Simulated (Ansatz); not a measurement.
## GeH3Br: frequency calculation

GeH3Br, computed with RKS PBE0-D4/def2-TZVP (Ansatz 0.2.0).

The geometry comes from this level: PBE0-D4/def2-TZVP. Figures and captions count atoms from 1; the log counts them from 0 in places.

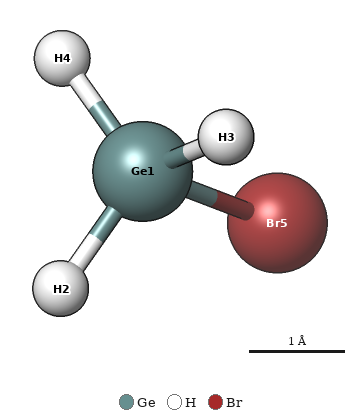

Fig. 1: The structure (ball-and-stick view, seen at a tilt; atoms are numbered from 1 in the order of the input). Sticks mark near contacts.

### Input file
```yaml
crystal:
  periodic: [false, false, false]
  atoms:
    - {symbol: Ge, position_ang: [-0.760532, 1.696888, -1.142755]}
    - {symbol: H, position_ang: [-2.022104, 1.633793, -2.008871]}
    - {symbol: H, position_ang: [-0.939224, 0.929955, 0.170595]}
    - {symbol: H, position_ang: [-0.316355, 3.141752, -0.896235]}
    - {symbol: Br, position_ang: [0.930411, 0.651471, -2.318187]}
basis:
  gaussian: {orbitals: def2-TZVP}
hamiltonian: {xc: pbe0, dispersion: d4}
phonons: {temperatures: {t_min: 298.15, t_max: 900, t_step: 200}}
```

Hardware: 8 threads of Arm Neoverse V1, 23 GiB of memory available, shared host.

Launched with:
```bash
ansatz run in.yaml --threads 8 --pin off --events-out ev --progress --plain --max-ram 19148MiB
```

### What the program printed
```
Functional definition: PBE0
  name "PBE0"
  cite "Adamo & Barone, J. Chem. Phys. 110, 6158 (1999) doi:10.1063/1.478522"
  cite "Perdew, Burke & Ernzerhof, Phys. Rev. Lett. 77, 3865 (1996) doi:10.1103/PhysRevLett.77.3865"
  parent pbe
  parameter a = 0.25
  parameter kappa = 0.804
  parameter beta = 0.06672455060314922
  exchange = (1 - a)*pbe_x(kappa = kappa, mu = beta*pi^2/3) + a*exact_x
  correlation = pbe_c(beta = beta)
946 factors; their error is unknown
mean field evaluation 1: about -126598.0532 eV, gradient 1.7e1 eV
mean field evaluation 2: about -126598.1237 eV, gradient 1.8e1 eV
mean field evaluation 4: about -126598.3708 eV, gradient 3.8e-1 eV
mean field evaluation 8: about -126599.0769 eV, gradient 4.0e-1 eV
mean field -126599.07699379 eV, -4652.4302675852 hartree, gradient 6.9e-5 eV, S^2 0.000000; 0 other end points of the search recorded, 0 dependent functions left out
the calculation of the forces begins
reference -126599.07701987 eV, -4652.4302685439 hartree; 35, 35 occupied and 79, 79 virtual orbitals, 946 factors
these checks for a lower state are left out or cut short: stability, starts, cluster_reference, orbital_swaps, neighbouring_geometries, increment
946 factors; their error is unknown
mean field evaluation 16: about -126598.3713 eV, gradient 4.2e-1 eV
mean field -126599.07691571 eV, -4652.4302647161 hartree, gradient 2.6e-6 eV, S^2 0.000000; 0 other end points of the search recorded, 0 dependent functions left out
[... from here on the field's lines of each further geometry are left out, up to the last ...]
the calculation of the forces begins
reference -126599.07700163 eV, -4652.4302678735 hartree; 35, 35 occupied and 79, 79 virtual orbitals, 946 factors
these checks for a lower state are left out or cut short: stability, starts, cluster_reference, orbital_swaps, neighbouring_geometries, increment
946 factors; their error is unknown
mean field evaluation 224: about -126599.0770 eV, gradient 2.6e-6 eV
mean field -126599.07698542 eV, -4652.4302672776 hartree, gradient 2.6e-6 eV, S^2 0.000000; 0 other end points of the search recorded, 0 dependent functions left out
the calculation of the forces begins
reference -126599.07701150 eV, -4652.4302682363 hartree; 35, 35 occupied and 79, 79 virtual orbitals, 946 factors
Total energy: -126599.14437835 eV, -4652.4327439223 hartree
Atom 0 at    -0.760532     1.696888    -1.142755 Å, force     0.000369    -0.000539     0.000154 eV/Å
Atom 1 at    -2.022104     1.633793    -2.008871 Å, force     0.001575    -0.000622    -0.003256 eV/Å
Atom 2 at    -0.939224     0.929955     0.170595 Å, force     0.000197    -0.003184     0.004026 eV/Å
Atom 3 at    -0.316355     3.141752    -0.896235 Å, force     0.002565     0.000260    -0.002597 eV/Å
Atom 4 at     0.930411     0.651471    -2.318187 Å, force    -0.004707     0.004085     0.001672 eV/Å
Dipole moment:    -0.288714     0.178622     0.200529 e Å
Vibrations: 308.73 571.36 571.49 832.74 870.06 870.12 2177.08 2189.20 2189.90 cm⁻¹, zero-point energy 0.655918 eV
```

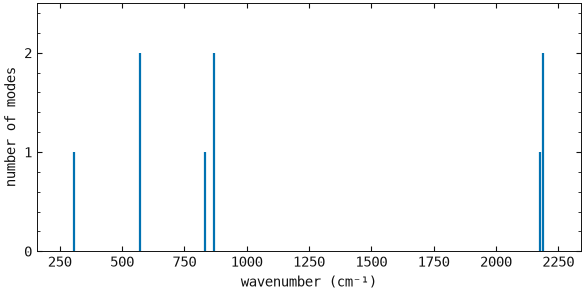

Fig. 2: Harmonic vibrational wavenumbers from the force constants; neighbouring modes closer than 9 cm⁻¹ are counted in one stick. 9 modes from 309 to 2190 cm⁻¹, none imaginary.

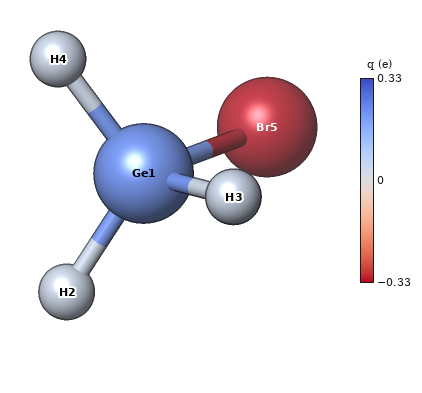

Fig. 3: Mulliken charges, as the colour of each atom (ball-and-stick view, seen at a tilt; atoms are numbered from 1 in the order of the input; Mulliken charges depend strongly on the basis). By element: Ge +0.21, H +0.03 and Br −0.31 e.

### Results in brief

```json
{"quantity": "outcome", "value": "converged"}
{"quantity": "total energy", "value": "−126599.1444 eV"}
{"quantity": "mean-field energy", "value": "−126599.0770 eV"}
{"quantity": "dispersion energy", "value": "−0.0674 eV"}
{"quantity": "largest force (length of the vector)", "value": "0.006 eV/Å"}
{"quantity": "dipole moment", "value": "1.89 D"}
{"quantity": "wall time", "value": "18 s (CPU time 2 min)"}
{"quantity": "peak memory", "value": "0.53 GiB"}
```
